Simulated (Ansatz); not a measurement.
# Ge(NH2)2 (GeN2H4): one molecule under many settings

Aim: run Ge(NH2)2 (GeN2H4) under a spread of inputs, and see what each costs and gives.

Program: Ansatz 0.2.0, Gaussian basis. Level of theory: the settings change from run to run. These are calculated values, not measurements.

### 1 The relaxed structure

The geometry comes from an earlier relaxation with r2SCAN-D4 in a triple-zeta def2 set; it is a stationary point, not always the lowest conformer.

7 atoms, charge 0, spin multiplicity 1.

Atoms are counted from 1 here; the program's logs count them from 0.

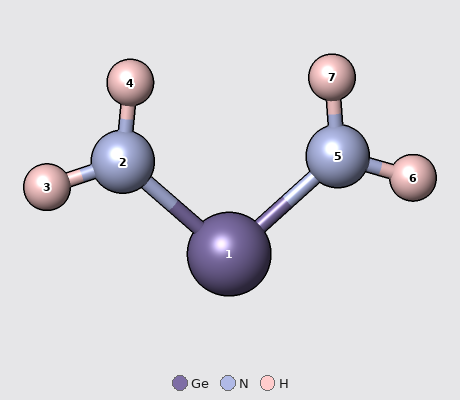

The structure; germanium purple, nitrogen light blue, hydrogen pink; atoms are numbered from 1 in the order of the file.

### 2 revPBE/def2-mTZVPP

Set apart from the defaults: charge -1, multiplicity 2.

The input, in.yaml:

```yaml
crystal:
  periodic: [false, false, false]
  atoms:
    - {symbol: Ge, position_ang: [0.010888, 0.888589, -0.868518]}
    - {symbol: N, position_ang: [1.369620, 0.001774, -0.021563]}
    - {symbol: H, position_ang: [2.333857, 0.205405, -0.230556]}
    - {symbol: H, position_ang: [1.275835, -0.717302, 0.681525]}
    - {symbol: N, position_ang: [-1.369091, 0.038080, -0.018687]}
    - {symbol: H, position_ang: [-2.327985, 0.266359, -0.226796]}
    - {symbol: H, position_ang: [-1.293125, -0.682905, 0.684594]}
basis:
  gaussian: {orbitals: def2-mTZVPP}
total_charge: -1
magnetization: {spin_polarized: true, initial_magnetization: 1}
hamiltonian: {xc: {name: revPBE}}
output: {forces: true}
```

The run is started by

```bash
$ ansatz run in.yaml --threads 4 --pin off --events-out ev --progress --plain --max-ram 3916MiB
```

What it wrote:

```text
Functional definition: revPBE
  name "revPBE"
  cite "Zhang & Yang, Phys. Rev. Lett. 80, 890 (1998) doi:10.1103/PhysRevLett.80.890"
  cite "Perdew, Burke & Ernzerhof, Phys. Rev. Lett. 77, 3865 (1996) doi:10.1103/PhysRevLett.77.3865"
  parameter kappa = 1.245
  parameter beta = 0.06672455060314922
  exchange = pbe_x(kappa = kappa, mu = beta*pi^2/3)
  correlation = pbe_c(beta = beta)
883 factors; their error is unknown
mean field evaluation 1: about -59553.4435 eV, gradient 3.9e1 eV
mean field evaluation 2: about -59538.1716 eV, gradient 7.1e1 eV
mean field evaluation 4: about -59558.5852 eV, gradient 2.0e0 eV
mean field evaluation 8: about -59558.5949 eV, gradient 1.8e-2 eV
mean field evaluation 16: about -59558.5771 eV, gradient 4.6e-5 eV
mean field -59558.57710552 eV, -2188.7373383744 hartree, gradient 4.6e-5 eV, S^2 0.752771; 0 other end points of the search recorded, 0 dependent functions left out
the calculation of the forces begins
reference -59558.57713495 eV, -2188.7373394557 hartree; 26, 25 occupied and 78, 79 virtual orbitals, 883 factors
Total energy: -59558.57713495 eV, -2188.7373394557 hartree
Atom 0 at     0.010888     0.888589    -0.868518 Å, force     0.034611     2.813105    -2.746641 eV/Å
Atom 1 at     1.369620     0.001774    -0.021563 Å, force     1.480623    -1.180613     1.128574 eV/Å
Atom 2 at     2.333857     0.205405    -0.230556 Å, force     0.282188     0.002550    -0.004265 eV/Å
Atom 3 at     1.275835    -0.717302     0.681525 Å, force     0.078734    -0.253390     0.246943 eV/Å
Atom 4 at    -1.369091     0.038080    -0.018687 Å, force    -1.509289    -1.139847     1.132312 eV/Å
Atom 5 at    -2.327985     0.266359    -0.226796 Å, force    -0.282189     0.009167    -0.004345 eV/Å
Atom 6 at    -1.293125    -0.682905     0.684594 Å, force    -0.084677    -0.250972     0.247422 eV/Å
Dipole moment:    -0.004566    -0.372941     0.365476 e Å
```

Run time: 1.4 s. Hardware: 4 threads of Arm Neoverse V1, shared host.

Largest force 3.932 eV/Å, ⟨S²⟩ 0.753.

### 3 LC-wPBE/STO-3G

This run has charge -1, multiplicity 2.

Changes to in.yaml since step 2:

```diff
@@ -11,6 +11,7 @@
 basis:
-  gaussian: {orbitals: def2-mTZVPP}
+  gaussian: {orbitals: STO-3G}
 total_charge: -1
 magnetization: {spin_polarized: true, initial_magnetization: 1}
-hamiltonian: {xc: {name: revPBE}}
+hamiltonian: {xc: {name: LC-wPBE}}
+scf: {omitted_lower_state_checks: [starts]}
 output: {forces: true}
```

Launched as before.

What it wrote:

```text
Functional definition: LC-wPBE
  name "LC-wPBE"
  cite "Vydrov & Scuseria, J. Chem. Phys. 125, 234109 (2006) doi:10.1063/1.2409292"
  cite "Heyd & Scuseria, J. Chem. Phys. 120, 7274 (2004) doi:10.1063/1.1668634"
  cite "Ernzerhof & Perdew, J. Chem. Phys. 109, 3313 (1998) doi:10.1063/1.476928"
  cite "Perdew, Burke & Ernzerhof, Phys. Rev. Lett. 77, 3865 (1996) doi:10.1103/PhysRevLett.77.3865"
  parent pbe
  parameter omega = 0.4/bohr
  exchange = pbe_x_sr(omega) + exact_x_lr(omega)
  correlation = pbe_c
these checks for a lower state are left out or cut short: starts
372 factors; integrals over basis functions are off by at most 2.9e-5 eV
142 factors; integrals over basis functions are off by at most 3.4e-6 eV
mean field evaluation 1: about -58855.3291 eV, gradient 7.1e0 eV
mean field evaluation 2: about -58855.8611 eV, gradient 2.4e0 eV
mean field evaluation 4: about -58855.9044 eV, gradient 3.1e-1 eV
mean field evaluation 8: about -58855.8707 eV, gradient 3.7e-2 eV
mean field evaluation 16: about -58855.8708 eV, gradient 8.4e-5 eV
mean field -58855.87084321 eV, -2162.9133595459 hartree, gradient 1.6e-5 eV, S^2 0.752150; 0 other end points of the search recorded, 0 dependent functions left out
the calculation of the forces begins
reference -58855.87084322 eV, -2162.9133595460 hartree; 26, 25 occupied and 6, 7 virtual orbitals, 372 factors
Total energy: -58855.87084322 eV, -2162.9133595460 hartree
Atom 0 at     0.010888     0.888589    -0.868518 Å, force    -0.012471    -1.045975     1.022416 eV/Å
Atom 1 at     1.369620     0.001774    -0.021563 Å, force    -2.721094     1.340006    -1.278037 eV/Å
Atom 2 at     2.333857     0.205405    -0.230556 Å, force     1.166085     0.022967    -0.033328 eV/Å
Atom 3 at     1.275835    -0.717302     0.681525 Å, force     0.131303    -0.821276     0.801652 eV/Å
Atom 4 at    -1.369091     0.038080    -0.018687 Å, force     2.752566     1.269516    -1.282335 eV/Å
Atom 5 at    -2.327985     0.266359    -0.226796 Å, force    -1.165291     0.052297    -0.032319 eV/Å
Atom 6 at    -1.293125    -0.682905     0.684594 Å, force    -0.151099    -0.817536     0.801951 eV/Å
Dipole moment:    -0.003157    -0.257166     0.252501 e Å
Checks for a lower state left out: starts
```

It took 0.8 s on 4 threads of Arm Neoverse V1, shared host.

Largest force 3.291 eV/Å, ⟨S²⟩ 0.752.

### 4 revPBE0/STO-3G

This run has charge +1, multiplicity 2, a point charge of -1.00 e beside it.

Changes to in.yaml since step 3:

```diff
@@ -11,6 +11,6 @@
 basis:
-  gaussian: {orbitals: STO-3G}
-total_charge: -1
+  gaussian: {orbitals: STO-3G, point_charges: [{charge: -1.00, position_ang: [5.322, 0.454, 0.477]}]}
+total_charge: 1
 magnetization: {spin_polarized: true, initial_magnetization: 1}
-hamiltonian: {xc: {name: LC-wPBE}}
+hamiltonian: {xc: {name: revPBE0}}
 scf: {omitted_lower_state_checks: [starts]}
```

The command is unchanged.

What it wrote:

```text
Functional definition: revPBE0
  name "revPBE0"
  cite "Zhang & Yang, Phys. Rev. Lett. 80, 890 (1998) doi:10.1103/PhysRevLett.80.890"
  cite "Adamo & Barone, J. Chem. Phys. 110, 6158 (1999) doi:10.1063/1.478522"
  cite "Perdew, Burke & Ernzerhof, Phys. Rev. Lett. 77, 3865 (1996) doi:10.1103/PhysRevLett.77.3865"
  parameter a = 0.25
  parameter kappa = 1.245
  parameter beta = 0.06672455060314922
  exchange = (1 - a)*pbe_x(kappa = kappa, mu = beta*pi^2/3) + a*exact_x
  correlation = pbe_c(beta = beta)
these checks for a lower state are left out or cut short: starts
370 factors; integrals over basis functions are off by at most 3.3e-5 eV
mean field evaluation 1: about -58846.3079 eV, gradient 4.8e1 eV
mean field evaluation 2: about -58817.6708 eV, gradient 7.7e1 eV
mean field evaluation 4: about -58863.7614 eV, gradient 1.9e1 eV
mean field evaluation 8: about -58866.2070 eV, gradient 6.5e-1 eV
mean field evaluation 16: about -58866.1989 eV, gradient 3.1e-3 eV
mean field -58866.19892363 eV, -2163.2929095009 hartree, gradient 3.2e-6 eV, S^2 0.803246; 0 other end points of the search recorded, 0 dependent functions left out
the calculation of the forces begins
reference -58866.19894558 eV, -2163.2929103074 hartree; 25, 24 occupied and 7, 8 virtual orbitals, 370 factors
Total energy: -58866.19894558 eV, -2163.2929103074 hartree
Atom 0 at     0.010888     0.888589    -0.868518 Å, force    -0.716762    -1.252683     1.266104 eV/Å
Atom 1 at     1.369620     0.001774    -0.021563 Å, force    -4.018130     1.753402    -1.734793 eV/Å
Atom 2 at     2.333857     0.205405    -0.230556 Å, force     2.979319     0.476915    -0.319275 eV/Å
Atom 3 at     1.275835    -0.717302     0.681525 Å, force     0.195632    -1.742285     1.752239 eV/Å
Atom 4 at    -1.369091     0.038080    -0.018687 Å, force     4.433477     1.950201    -1.981591 eV/Å
Atom 5 at    -2.327985     0.266359    -0.226796 Å, force    -2.005575     0.401507    -0.354046 eV/Å
Atom 6 at    -1.293125    -0.682905     0.684594 Å, force    -0.108112    -1.506257     1.492434 eV/Å
Dipole moment:     0.319240    -0.618980     0.614261 e Å
Checks for a lower state left out: starts
```

Wall time 0.8 s (4 threads of Arm Neoverse V1, shared host).

Largest force 5.233 eV/Å, ⟨S²⟩ 0.803.

### 5 wB97M-V/def2-SVP

This run has atoms shaken by 0.08 Å, the search for lower states set to full.

The input, in.yaml:

```yaml
crystal:
  periodic: [false, false, false]
  atoms:
    - {symbol: Ge, position_ang: [-0.002811, 0.794742, -0.787402]}
    - {symbol: N, position_ang: [1.309187, 0.117087, -0.092067]}
    - {symbol: H, position_ang: [2.405901, 0.154268, -0.220063]}
    - {symbol: H, position_ang: [1.240888, -0.798522, 0.729600]}
    - {symbol: N, position_ang: [-1.448124, 0.128052, 0.066017]}
    - {symbol: H, position_ang: [-2.359312, 0.224128, -0.159326]}
    - {symbol: H, position_ang: [-1.229761, -0.786135, 0.679612]}
basis:
  gaussian: {orbitals: def2-SVP}
hamiltonian: {xc: {name: wB97M-V}}
scf: {lower_state_search: full}
```

Same command.

What it wrote:

```text
Functional definition: wB97M-V
  name "wB97M-V"
  cite "Mardirossian & Head-Gordon, J. Chem. Phys. 144, 214110 (2016) doi:10.1063/1.4952647"
  cite "Becke, J. Chem. Phys. 107, 8554 (1997) doi:10.1063/1.475007"
  cite "Vydrov & Van Voorhis, J. Chem. Phys. 133, 244103 (2010) doi:10.1063/1.3521275"
  # Of w^i u^j: cxij and so on, Table III.
  parameter omega = 0.3/bohr
  parameter cx = 0.15
  parameter cx01 = 1.007
  parameter cx10 = 0.259
  parameter css00 = 0.443
  parameter css04 = -1.437
  parameter css10 = -4.535
  parameter css20 = -3.390
  parameter css43 = 4.278
  parameter cos00 = 1.000
  parameter cos10 = 1.358
  parameter cos20 = 2.924
  parameter cos21 = -8.812
  parameter cos60 = -1.390
  parameter cos61 = 9.142
  parameter b = 6.0
  parameter c = 0.01
  gx(w, u) = 1 - cx + cx01*u + cx10*w
  gss(w, u) = css00 + css04*u^4 + css10*w + css20*w^2 + css43*w^4*u^3
  gos(w, u) = cos00 + cos10*w + (cos20 + cos21*u)*w^2 + (cos60 + cos61*u)*w^6
  exchange = spin_sum(e_x_unif_sr(omega)*gx(b97_w, b97_u_x)) + cx*exact_x_sr(omega) + exact_x_lr(omega)
  correlation = spin_sum(e_c_pw_mod_same_spin*gss(b97_w, b97_u_same))
      + integral(e_c_pw_mod_opposite_spin*gos(b97_w_opposite, b97_u_opposite)) + vv10(b, c)
810 factors; integrals over basis functions are off by at most 1.4e-3 eV
222 factors; integrals over basis functions are off by at most 9.2e-6 eV
mean field evaluation 1: about -59541.4753 eV, gradient 5.8e1 eV
mean field evaluation 2: about -59541.5184 eV, gradient 5.8e1 eV
mean field evaluation 4: about -59548.2880 eV, gradient 2.3e0 eV
mean field evaluation 8: about -59548.3126 eV, gradient 1.2e-1 eV
mean field evaluation 16: about -59548.3127 eV, gradient 3.5e-5 eV
mean field -59548.31268044 eV, -2188.3601277101 hartree, gradient 3.5e-5 eV, S^2 0.000000; 0 other end points of the search recorded, 0 dependent functions left out
reference -59548.31271677 eV, -2188.3601290454 hartree; 25, 25 occupied and 55, 55 virtual orbitals, 810 factors
Total energy: -59548.31271677 eV, -2188.3601290454 hartree
```

Wall time 3.3 s (4 threads of Arm Neoverse V1, shared host).

### 6 The runs in one table

| level | charge | multiplicity | geometry | functions | energy (eV) | time |
| --- | --- | --- | --- | --- | --- | --- |
| revPBE/def2-mTZVPP | -1 | 2 | relaxed | 104 | -59558.577 | 1.4 s |
| LC-wPBE/STO-3G | -1 | 2 | relaxed | 32 | -58855.871 | 0.8 s |
| revPBE0/STO-3G | 1 | 2 | relaxed, point charge | 32 | -58866.199 | 0.8 s |
| wB97M-V/def2-SVP | 0 | 1 | shaken | 80 | -59548.313 | 3.3 s |

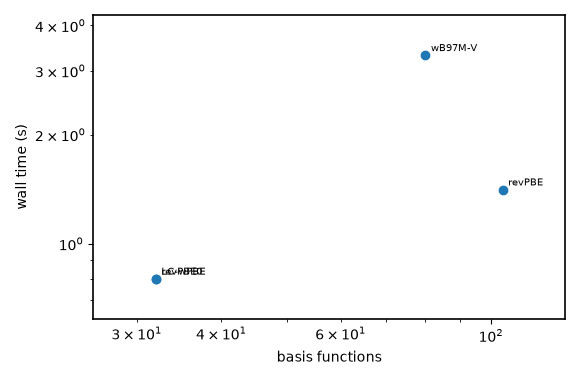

Wall time against the number of basis functions (shared host).

### 7 What came out

| quantity | value |
| --- | --- |
| runs | 4 |
| quickest | LC-wPBE/STO-3G, 0.8 s |
| slowest | wB97M-V/def2-SVP, 3.3 s |

In words: The runs differ in state or geometry as well as level, so their energies can't be set against each other. Run time spans a factor of 4, from LC-wPBE/STO-3G to wB97M-V/def2-SVP. The jobs differ in tasks and options as well as level.
